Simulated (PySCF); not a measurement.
C6H15NSi2: NMR shielding calculation

The run: NMR shielding calculation of C6H15NSi2. Method and program: GIAO PBE0/pcSseg-1 NMR shielding, non-relativistic, gas phase (PySCF 2.14.0).

The geometry comes from this level: GFN2-xTB. It belongs to a series of runs on one base structure; here: H on N replaced by iPr. Figures and captions count atoms from 1; the log counts them from 0 in places.

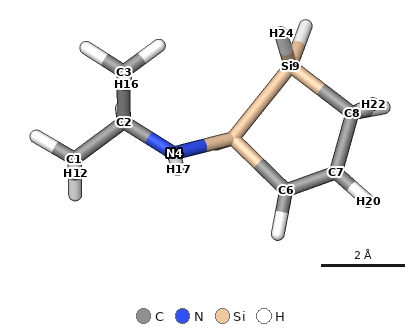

Figure 1. The structure (stick view, seen at a tilt; atoms are numbered from 1 in the order of the input).

### Results in brief

```csv
quantity,value
outcome,converged
total energy,−870.756386 hartree
HOMO,−6.36 eV
LUMO,−0.28 eV
dipole moment,0.97 D
"isotropic shielding, C",24.3 to 165.6 ppm
"isotropic shielding, N",214.9 ppm
"isotropic shielding, Si",370.8 to 438.0 ppm
"isotropic shielding, H",24.4 to 32.3 ppm
hardware,"1 CPU thread, shared host"
wall time,60 s
peak memory,1.1 GiB
```

### Input
```
{"job": {"kind": "nmr", "xc": "PBE0", "basis": "pcSseg-1"}, "charge": 0, "multiplicity": 1}
C     -3.250170    -1.009528    -0.349760
C     -2.081960    -0.024154    -0.347198
C     -2.294235     1.067867     0.704314
N     -0.842606    -0.735156    -0.140391
Si     0.671096    -0.181534    -0.747407
C      1.976599    -1.438631    -0.233301
C      3.099729    -0.991144     0.314098
C      3.399047     0.456554     0.560455
Si     1.877235     1.560869     0.178701
H     -4.181927    -0.496873    -0.574334
H     -3.083079    -1.779049    -1.098747
H     -3.341220    -1.487736     0.623798
H     -2.010341     0.447267    -1.332906
H     -1.459552     1.765948     0.691587
H     -3.213141     1.614408     0.508084
H     -2.359890     0.623613     1.695989
H     -0.848256    -1.229315     0.740450
H      0.468038    -0.139455    -2.207149
H      1.847870    -2.500789    -0.386812
H      3.885659    -1.679425     0.615290
H      4.247287     0.739535    -0.069156
H      3.750672     0.572543     1.588624
H      2.310880     2.685199    -0.663689
H      1.420529     2.178749     1.437412
```

The first line tells a small driver script what to run in PySCF; the rest is the geometry in Å.

Run as:
```bash
OMP_NUM_THREADS=1 python <driver script> task.json out
```

### What the program printed
```
coarse grid: 20128 points
cycle   1  E = -870.6210178782  dE =  8.795e-01  |g| = 5.729e-01  |ddm| = 4.347e+00
cycle   2  E = -870.5826245953  dE =  3.839e-02  |g| = 6.995e-01  |ddm| = 1.406e+00
cycle   3  E = -870.7029119172  dE = -1.203e-01  |g| = 8.856e-02  |ddm| = 9.521e-01
cycle   4  E = -870.7044445816  dE = -1.533e-03  |g| = 3.771e-02  |ddm| = 1.423e-01
cycle   5  E = -870.7047658968  dE = -3.213e-04  |g| = 1.004e-02  |ddm| = 4.569e-02
cycle   6  E = -870.7047902007  dE = -2.430e-05  |g| = 3.873e-03  |ddm| = 1.366e-02
cycle   7  E = -870.7047937756  dE = -3.575e-06  |g| = 8.224e-04  |ddm| = 3.572e-03
final grid: 182672 points
cycle   8  E = -870.7563621731  dE = -4.540e-05  |g| = 9.607e-03  |ddm| = 3.398e-02
cycle   9  E = -870.7563507673  dE =  1.141e-05  |g| = 1.173e-02  |ddm| = 2.323e-02
cycle  10  E = -870.7563860121  dE = -3.524e-05  |g| = 9.509e-04  |ddm| = 1.343e-02
cycle  11  E = -870.7563861836  dE = -1.715e-07  |g| = 3.611e-04  |ddm| = 1.452e-03
cycle  12  E = -870.7563862114  dE = -2.777e-08  |g| = 7.552e-05  |ddm| = 4.064e-04
cycle  13  E = -870.7563862125  dE = -1.151e-09  |g| = 3.617e-05  |ddm| = 1.137e-04
cycle  14  E = -870.7563862128  dE = -3.258e-10  |g| = 9.860e-06  |ddm| = 3.723e-05
```

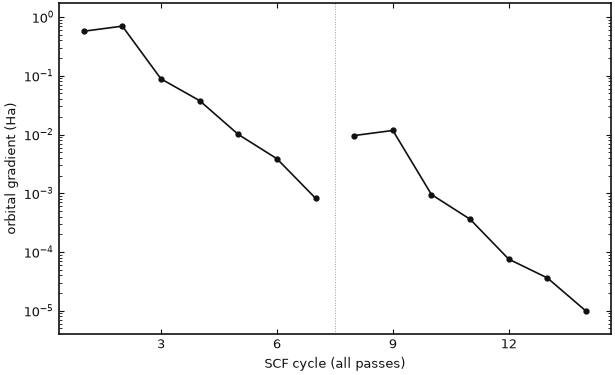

Figure 2. Convergence of the self-consistent field: orbital gradient against the SCF cycle. The dotted line marks the change from a coarse to the final integration grid. The first 7 cycles use a coarse grid, the final grid takes over at cycle 8, and the field converges after 14 cycles in all.

```
converged SCF energy = -870.7563862128

GIAO shielding tensors (ppm)
atom      isotropic    diamagn.    paramagn.     s11        s22        s33       span
  0 C      157.663     245.743     -88.080    137.959    147.973    187.057     49.098
  1 C      138.682     241.030    -102.347    119.147    137.920    158.980     39.833
  2 C      157.937     248.786     -90.850    140.739    149.302    183.769     43.030
  3 N      214.906     327.402    -112.496    176.801    202.613    265.304     88.503
  4 Si     370.846     882.055    -511.209    317.211    370.455    424.870    107.659
  5 C       49.244     263.204    -213.960    -57.468     50.214    154.986    212.454
  6 C       24.312     254.297    -229.985   -100.538     21.065    152.410    252.948
  7 C      165.635     254.874     -89.239    148.316    155.167    193.421     45.104
  8 Si     438.011     882.202    -444.192    408.994    426.667    478.370     69.376
  9 H       30.525      27.922       2.604     26.053     27.931     37.592     11.538
 10 H       30.202      28.947       1.255     26.092     28.156     36.357     10.265
 11 H       30.913      29.649       1.263     28.059     29.114     35.565      7.507
 12 H       28.889      31.971      -3.081     25.820     28.575     32.273      6.453
 13 H       30.124      32.111      -1.987     24.902     30.040     35.432     10.530
 14 H       30.545      30.065       0.480     26.154     28.019     37.462     11.307
 15 H       31.059      31.780      -0.721     28.651     29.211     35.314      6.663
 16 H       32.250      37.907      -5.656     24.245     33.139     39.366     15.121
 17 H       26.161      30.708      -4.547     21.994     25.579     30.910      8.916
 18 H       25.236      32.252      -7.016     23.364     25.070     27.274      3.910
 19 H       24.403      29.430      -5.027     21.936     24.382     26.892      4.956
 20 H       29.716      28.571       1.144     24.744     27.693     36.709     11.965
 21 H       29.515      30.017      -0.502     24.507     27.820     36.217     11.710
 22 H       28.148      30.655      -2.507     24.416     26.084     33.944      9.528
 23 H       28.135      31.348      -3.212     24.470     26.655     33.281      8.811
```

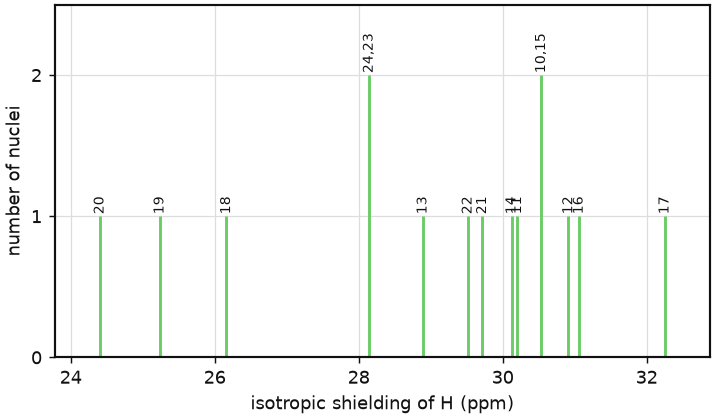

Figure 3. Isotropic shieldings of the hydrogen nuclei in this fixed geometry, labelled by atom number; shielding grows to the right, so chemical shift grows to the left. The least shielded is H20 (24.4 ppm), the most shielded H17 (32.3 ppm).
